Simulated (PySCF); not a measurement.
**BHLYP/cc-pVDZ run of Si2H6O (disiloxane)**

What is the energy change on altering one bond length of Si2H6O (disiloxane) at BHLYP/cc-pVDZ? The job is set up through a Python script.

The results are computed with PySCF 2.14.0.

1 further run of the same task is left out (set aside as unsound or not needed).

### Step 1. The structure to begin with

Si2H6O: 9 atoms, total charge 0, spin state singlet. SMILES: `[SiH3]O[SiH3]`. The coordinates come from a PBE0-D4/def2-TZVP relaxation.

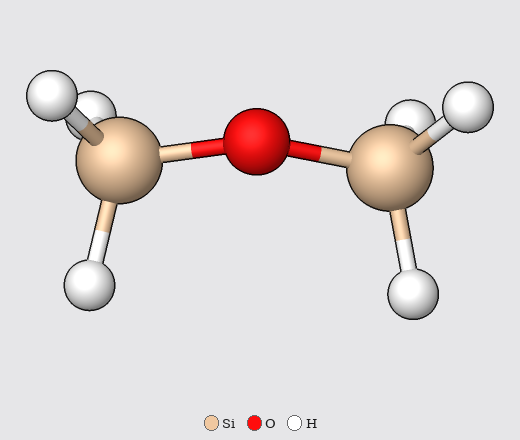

The structure, seen from a chosen angle (silicon light orange, oxygen red, hydrogen white).

### Step 2. A single-point energy at BHLYP/cc-pVDZ

Contents of start.xyz:

```xyz
9

Si    -0.710290     1.052660    -0.919520
O      0.425550     0.090990    -0.245380
Si     0.775570    -1.038810     0.881750
H     -1.787270     0.226580    -1.525660
H     -0.060640     1.872420    -1.970220
H     -1.306170     1.942760     0.111330
H      2.224270    -1.343130     0.800010
H     -0.009310    -2.275600     0.628780
H      0.448290    -0.527870     2.238910
```

Contents of job.py:

```python
# [SiH3]O[SiH3]
from pyscf import gto, dft

molecule = gto.M(
    atom='start.xyz',
    charge=0,
    basis='cc-pvdz',
    max_memory=1860,
    spin=0,
    verbose=4,
)

calc0 = dft.RKS(molecule, xc='bhandhlyp')
calc0.conv_tol = 1e-10
calc0.grids.level = 5
calc0.kernel()
if not calc0.converged:
    calc0 = calc0.newton().run(calc0.mo_coeff, calc0.mo_occ)

etot = calc0.e_tot
print('E(%s) = %.9f' % ('BHLYP', etot))
```

Launch:

```console
$ OMP_NUM_THREADS=1 python job.py
```

Output:

```text
PySCF version 2.14.0

[INPUT] num. atoms = 9
[INPUT] num. electrons = 42
[INPUT] charge = 0
[INPUT] spin (= nelec alpha-beta = 2S) = 0
[INPUT] symmetry False subgroup None
[INPUT] Mole.unit = angstrom
[INPUT] Symbol           X                Y                Z      unit          X                Y                Z       unit  Magmom
[INPUT]  1 Si    -0.710290000000   1.052660000000  -0.919520000000 AA   -1.342253569017   1.989239102285  -1.737640966060 Bohr   0.0
[INPUT]  2 O      0.425550000000   0.090990000000  -0.245380000000 AA    0.804172952309   0.171946180074  -0.463700996446 Bohr   0.0
[INPUT]  3 Si     0.775570000000  -1.038810000000   0.881750000000 AA    1.465614890429  -1.963066395459   1.666266010335 Bohr   0.0
[INPUT]  4 H     -1.787270000000   0.226580000000  -1.525660000000 AA   -3.377450810651   0.428174145304  -2.883079559204 Bohr   0.0
[INPUT]  5 H     -0.060640000000   1.872420000000  -1.970220000000 AA   -0.114592992194   3.538360990158  -3.723176205141 Bohr   0.0
[INPUT]  6 H     -1.306170000000   1.942760000000   0.111330000000 AA   -2.468303572123   3.671284325760   0.210383209448 Bohr   0.0
[INPUT]  7 H      2.224270000000  -1.343130000000   0.800010000000 AA    4.203261127086  -2.538147849687   1.511799796913 Bohr   0.0
[INPUT]  8 H     -0.009310000000  -2.275600000000   0.628780000000 AA   -0.017593350220  -4.300260769060   1.188221992604 Bohr   0.0
[INPUT]  9 H      0.448290000000  -0.527870000000   2.238910000000 AA    0.847145324381  -0.997529729374   4.230926717550 Bohr   0.0

nuclear repulsion = 159.419028989977
number of shells = 33
number of NR pGTOs = 150
number of NR cGTOs = 80
basis = cc-pvdz
ecp = {}

******** <class 'pyscf.dft.rks.RKS'> ********
method = RKS
initial guess = minao
damping factor = 0
level_shift factor = 0
DIIS = <class 'pyscf.scf.diis.CDIIS'>
diis_start_cycle = 1
diis_space = 8
diis_damp = 0
SCF conv_tol = 1e-10
SCF conv_tol_grad = None
SCF max_cycles = 50
direct_scf = True
direct_scf_tol = 1e-13
XC library pyscf.dft.libxc version 7.0.0
    S. Lehtola, C. Steigemann, M. J.T. Oliveira, and M. A.L. Marques.,  SoftwareX 7, 1–5 (2018)
XC functionals = bhandhlyp
    Defined through Gaussian implementation.
radial grids:
    Treutler-Ahlrichs [JCP 102, 346 (1995); DOI:10.1063/1.469408] (M4) radial grids

becke partition: Becke, JCP 88, 2547 (1988); DOI:10.1063/1.454033
pruning grids: <function nwchem_prune>
grids dens level: 5
symmetrized grids: False
atomic radii adjust function: <function treutler_atomic_radii_adjust>
small_rho_cutoff = 0
Set gradient conv threshold to 1e-05
Initial guess from minao.
tot grids = 271328
init E= -657.764549501048
  HOMO = -0.362258776793305  LUMO = -0.025019842379145  gap/eV = 9.17674
cycle= 1 E= -657.745906358045  delta_E= 0.0186  |g|= 0.647  |ddm|= 2.17
  HOMO = -0.268357482977803  LUMO = 0.0524317266283725  gap/eV = 8.72912
cycle= 2 E= -657.697639921148  delta_E= 0.0483  |g|= 0.825  |ddm|= 0.958
  HOMO = -0.369819254863048  LUMO = 0.0387063688646103  gap/eV = 11.11655
cycle= 3 E= -657.826098740823  delta_E= -0.128  |g|= 0.0349  |ddm|= 0.587
  HOMO = -0.363229501338472  LUMO = 0.0453903838205632  gap/eV = 11.11911
cycle= 4 E= -657.826411637613  delta_E= -0.000313  |g|= 0.00666  |ddm|= 0.0425
  HOMO = -0.364877283530963  LUMO = 0.0440176038349005  gap/eV = 11.12660
cycle= 5 E= -657.826425374983  delta_E= -1.37e-05  |g|= 0.00038  |ddm|= 0.00897
  HOMO = -0.36484008332289  LUMO = 0.0440121125363389  gap/eV = 11.12543
cycle= 6 E= -657.826425438756  delta_E= -6.38e-08  |g|= 8.94e-05  |ddm|= 0.000799
  HOMO = -0.364844310498851  LUMO = 0.0440136440714842  gap/eV = 11.12559
cycle= 7 E= -657.826425441244  delta_E= -2.49e-09  |g|= 1.17e-05  |ddm|= 0.0001
  HOMO = -0.364844232699435  LUMO = 0.0440134939646541  gap/eV = 11.12559
cycle= 8 E= -657.826425441292  delta_E= -4.73e-11  |g|= 9.54e-07  |ddm|= 1.69e-05
  HOMO = -0.364844096564221  LUMO = 0.0440135727821924  gap/eV = 11.12558
Extra cycle  E= -657.826425441293  delta_E= -1.02e-12  |g|= 2.71e-07  |ddm|= 1.91e-06
converged SCF energy = -657.826425441293
E(BHLYP) = -657.826425441
```

Wall time 15 s (1 thread of AMD EPYC 7R43 (Zen 3), shared host); peak memory 0.41 GiB.

### Step 3. The distorted shape at the same level

Contents of run.py:

```python
from pyscf import gto, dft

mol = gto.M(
    atom='''
Si    -0.880661     1.196907    -1.020638
O      0.425550     0.090990    -0.245380
Si     0.775570    -1.038810     0.881750
H     -1.957641     0.370827    -1.626778
H     -0.231011     2.016667    -2.071338
H     -1.476541     2.087007     0.010212
H      2.224270    -1.343130     0.800010
H     -0.009310    -2.275600     0.628780
H      0.448290    -0.527870     2.238910
''',
    spin=0,
    basis='cc-pvdz',
    max_memory=1860,
    verbose=3,
)

myscf = dft.RKS(mol)
myscf.xc = 'bhandhlyp'
myscf.conv_tol = 1e-10
myscf.grids.level = 5
myscf.kernel()
if not myscf.converged:
    myscf = myscf.newton().run(myscf.mo_coeff, myscf.mo_occ)

e_final = myscf.e_tot
print('E(%s) = %.9f' % ('BHLYP', e_final))
```

Launch:

```console
$ OMP_NUM_THREADS=1 python run.py
```

Output:

```text
converged SCF energy = -657.808057468287
E(BHLYP) = -657.808057468
```

Run time: 15 s. Hardware: 1 thread of AMD EPYC 7R43 (Zen 3), shared host; peak memory 0.41 GiB.

### Step 4. Outcome

Level: BHLYP/cc-pVDZ.

| quantity | value |
| --- | --- |
| first shape: total energy | -657.82643 Eh |
| first shape: dipole moment | 0.40 D |
| first shape: HOMO energy | -9.93 eV |
| first shape: LUMO energy | 1.20 eV |
| first shape: HOMO–LUMO gap | 11.13 eV |
| distorted shape: total energy | -657.80806 Eh |
| distorted shape: dipole moment | 1.64 D |
| distorted shape: HOMO energy | -9.55 eV |
| distorted shape: LUMO energy | 0.67 eV |
| distorted shape: HOMO–LUMO gap | 10.22 eV |
| energy change with the Si1–O2 bond stretched from 1.634 to 1.879 Å | 0.500 eV |

What this shows: With the Si1–O2 bond stretched from 1.634 to 1.879 Å the energy rises by 0.50 eV (48.2 kJ/mol). The first shape isn't relaxed at this level, so the change isn't measured from a minimum. Mulliken charges (first shape) run from -0.58 on O2 to +0.60 on Si1. Mulliken charges (distorted shape) run from -0.65 on O2 to +0.62 on Si1; they depend strongly on the basis.
